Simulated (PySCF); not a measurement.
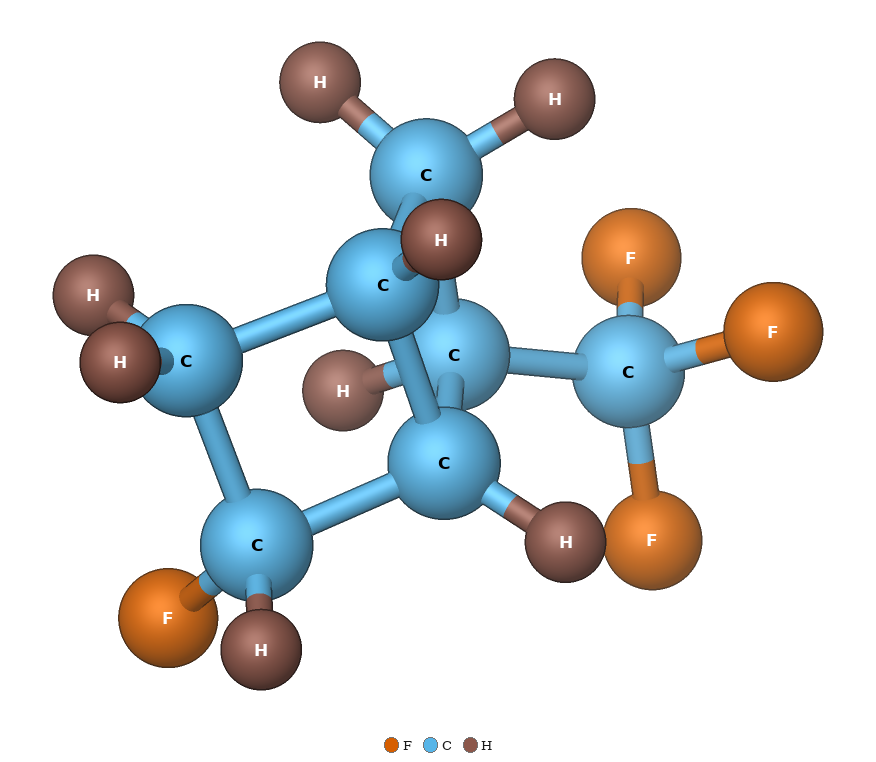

The picture shows a molecular structure as a ball-and-stick model.

Description:

The molecule is C7H8F4. As SMILES it reads `F[C@@H]1C[C@@H]2C[C@@H](C(F)(F)F)[C@@H]21`. Independent rings (smallest set): 2 of 4 members. Among its groups: C–F bond. The point group is C1. Coordination, clear cases only: 1 C tetrahedral.

The parts below concern this one geometry. Atoms keep their numbers from picture to picture. The geometry was computed by an optimisation with PBE0-D3(BJ)/def2-SVP. No frequency run is at hand to confirm it as a minimum.

## Electronic properties

No frequency run is at hand to confirm it as a minimum. Level of theory: PBE0/pcSseg-1 in acetonitrile (IEF-PCM) (PySCF 2.14.0).

What does the calculation give?

- dipole moment: 3.68 D
- HOMO energy (Kohn–Sham orbital): −8.11 eV
- LUMO energy (Kohn–Sham orbital): 1.47 eV
- HOMO–LUMO gap: 9.58 eV

## NMR shielding

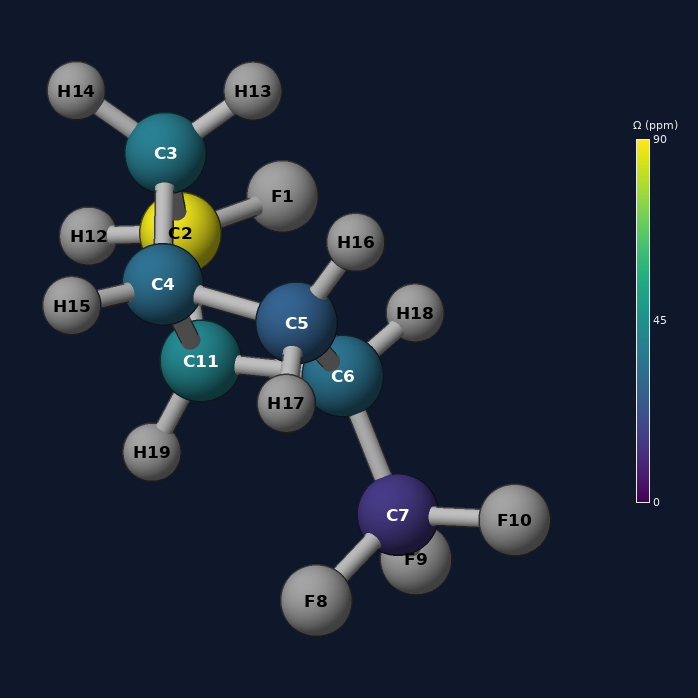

The C atoms are coloured by the span of their shielding tensor. No frequency run is at hand to confirm it as a minimum. Properties computed with GIAO PBE0/pcSseg-1 NMR shielding, non-relativistic, IEF-PCM dichloromethane (PySCF 2.14.0). Principal shieldings σ11 ≤ σ22 ≤ σ33, span Ω = σ33 − σ11, skew κ = 3(σiso − σ22)/Ω.

Which C atom has the most anisotropic shielding?

C2, with a span of 88 ppm.

Give the shielding tensors of the C atoms.

| atom | σ11 | σ22 | σ33 | σiso | Ω | κ |
| --- | --- | --- | --- | --- | --- | --- |
| C2 | 67.3 | 82.6 | 155.0 | 101.6 | 87.7 | 0.65 |
| C3 | 129.7 | 144.3 | 167.6 | 147.2 | 37.9 | 0.23 |
| C4 | 148.5 | 156.3 | 181.1 | 162.0 | 32.7 | 0.52 |
| C5 | 139.9 | 154.4 | 167.6 | 154.0 | 27.7 | −0.05 |
| C6 | 133.7 | 152.6 | 167.8 | 151.4 | 34.0 | −0.11 |
| C7 | 45.2 | 46.9 | 60.2 | 50.8 | 14.9 | 0.78 |
| C11 | 123.7 | 139.6 | 165.1 | 142.8 | 41.4 | 0.23 |

Shieldings and span in ppm.

## Charges

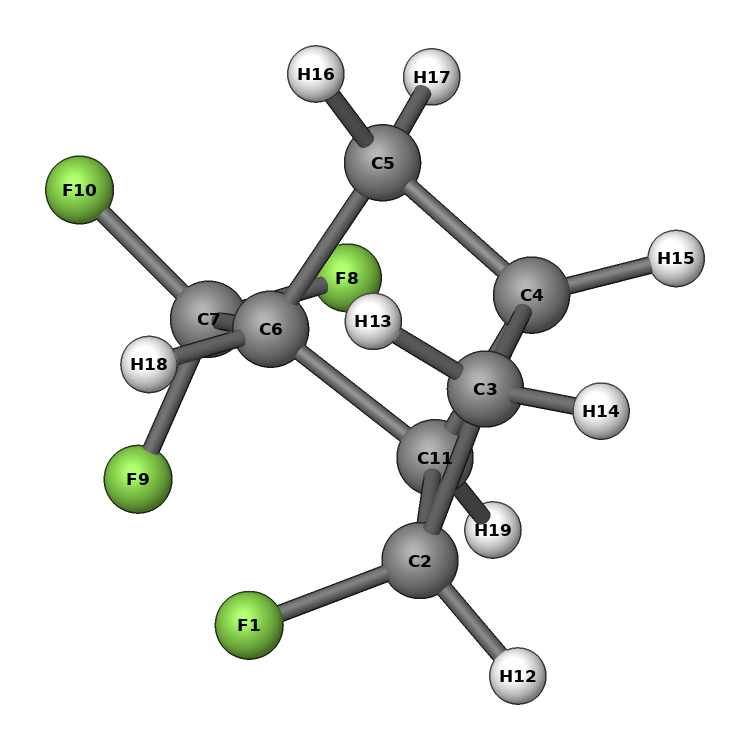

The questions are on IAO charges. No frequency run is at hand to confirm it as a minimum. Method: PBE0/pcSseg-1 in acetonitrile (IEF-PCM) (PySCF 2.14.0).

Which atom carries the highest charge (most positive or least negative)?

C7 (0.81 e).

And the lowest?

F1 (−0.33 e).

List the IAO charges.

| atom | value (e) |
| --- | --- |
| F1 | −0.33 |
| C2 | 0.18 |
| C3 | −0.29 |
| C4 | −0.11 |
| C5 | −0.26 |
| C6 | −0.17 |
| C7 | 0.81 |
| F8 | −0.29 |
| F9 | −0.29 |
| F10 | −0.29 |
| C11 | −0.15 |
| H12 | 0.15 |
| H13 | 0.15 |
| H14 | 0.15 |
| H15 | 0.14 |
| H16 | 0.14 |
| H17 | 0.15 |
| H18 | 0.17 |
| H19 | 0.15 |
